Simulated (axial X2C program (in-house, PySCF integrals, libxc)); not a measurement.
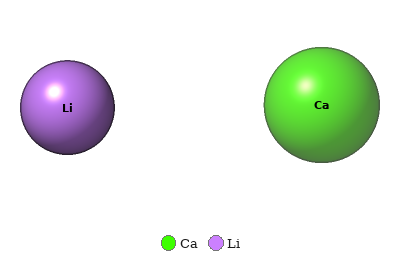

Fig. 1: The molecule at the reference distance of 3.418 Å.

## CaLi: relativistic diatomic calculation

System: CaLi, single determinant with M_S = 1/2 and |Λ| = 0.
Method: LDA, spin-free X2C-1e, Ca dyall-cv3z, Li dyall-cv3z (cores contracted) (axial X2C program (in-house, PySCF integrals, libxc)).

Key numbers:

| quantity | value |
| --- | --- |
| outcome | converged |
| bond length rₑ | 3.343 Å |
| ωₑ | 206.3 cm⁻¹ |
| energy at the minimum | −685.96687 hartree |
| depth below the fragments | 0.48 eV |
| largest ⟨S²⟩ along the curve | 0.75 |
| hardware | 1 thread of Arm Neoverse V1, 24 GiB of memory available, shared host |
| wall time | 1.5 s |

The input:
```
{"zs": [20, 3], "q": 0, "bas": ["dyall-cv3z", "dyall-cv3z"], "levels": ["PBE0", "HF", "LDA"], "cc": true, "r0": 3.04, "thr": -2.0, "nmax": 90, "npts": 10, "nst": 2, "ntry": 6}
```

The line is the task of a batch: nuclear charges, charge, bases, the levels to run, a first guess of the distance and further settings. This report covers LDA without spin-orbit coupling. The log is that of the reference distance 3.418 Å.

Launched within a batch (the task file carries these settings):
```bash
python <driver script> task.json out
```

Output:
```
spin-free X2C-1e  LDA
basis functions 146  fitting functions 528  grid points 5091
iter        total energy     max residual
   1       -685.957859800     1.67e-01
   2       -685.965994707     6.94e-03
   3       -685.964810226     4.72e-03
   4       -685.965856665     4.66e-03
   5       -685.966765819     5.57e-04
   6       -685.966780671     1.39e-04
   7       -685.966780770     1.27e-04
   8       -685.966781759     1.34e-05
   9       -685.966781782     7.28e-06
  10       -685.966781783     2.55e-06
converged
one-electron -959.26000009  Coulomb 300.08368539  exact exchange 0.00000000  xc functional -36.07971011  nuclear repulsion 9.28924302
```

The points of the curve:

| R (Å) | E (hartree) | dipole (D; origin at the first atom, positive when the second is positive) | highest filled (eV) | lowest empty (eV) |
| --- | --- | --- | --- | --- |
| 2.974 | −685.963615 | 0.52 | −2.72 | −2.26 |
| 3.110 | −685.965727 | 0.51 | −2.75 | −2.29 |
| 3.213 | −685.966544 | 0.50 | −2.78 | −2.31 |
| 3.316 | −685.966857 | 0.49 | −2.81 | −2.33 |
| 3.418 | −685.966782 | 0.47 | −2.83 | −2.35 |
| 3.538 | −685.966326 | 0.46 | −2.86 | −2.37 |
| 3.657 | −685.965587 | 0.44 | −2.89 | −2.39 |
| 3.811 | −685.964378 | 0.43 | −2.93 | −2.41 |
| 3.999 | −685.962695 | 0.42 | −2.97 | −2.43 |
| 4.272 | −685.960199 | 0.41 | −3.03 | −2.44 |

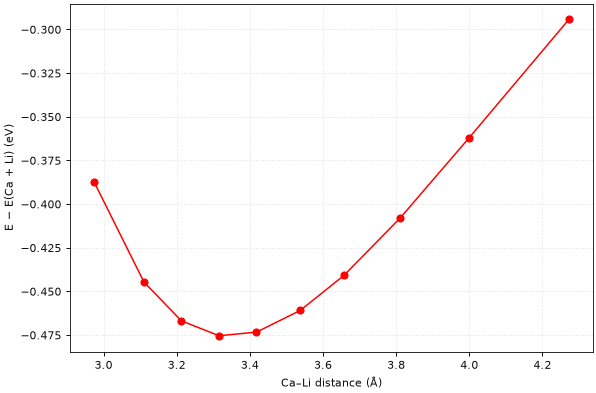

Fig. 2: Energy at 10 bond lengths, for one set of occupations held fixed; the line joins the points. A polynomial of degree 6 through 9 points gives rₑ = 3.343 Å, ωₑ = 206.3 cm⁻¹, ωₑxₑ = 2.4 cm⁻¹ and Bₑ = 0.2527 cm⁻¹. The minimum lies 0.48 eV below Ca + Li, each computed as one determinant at the same level.

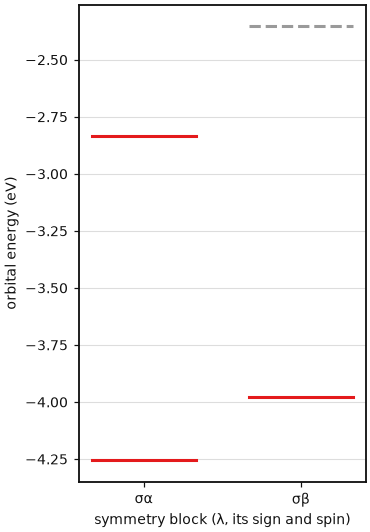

Fig. 3: Orbital energies near the frontier at 3.42 Å, filled (solid) and empty (dashed); a label such as π−α means λ = −1 and α spin. The highest filled orbital (σα; 36 % Li s, 33 % Ca p) lies at −2.83 eV, the lowest empty one (σβ; 35 % Ca p, 31 % Li s) at −2.35 eV.
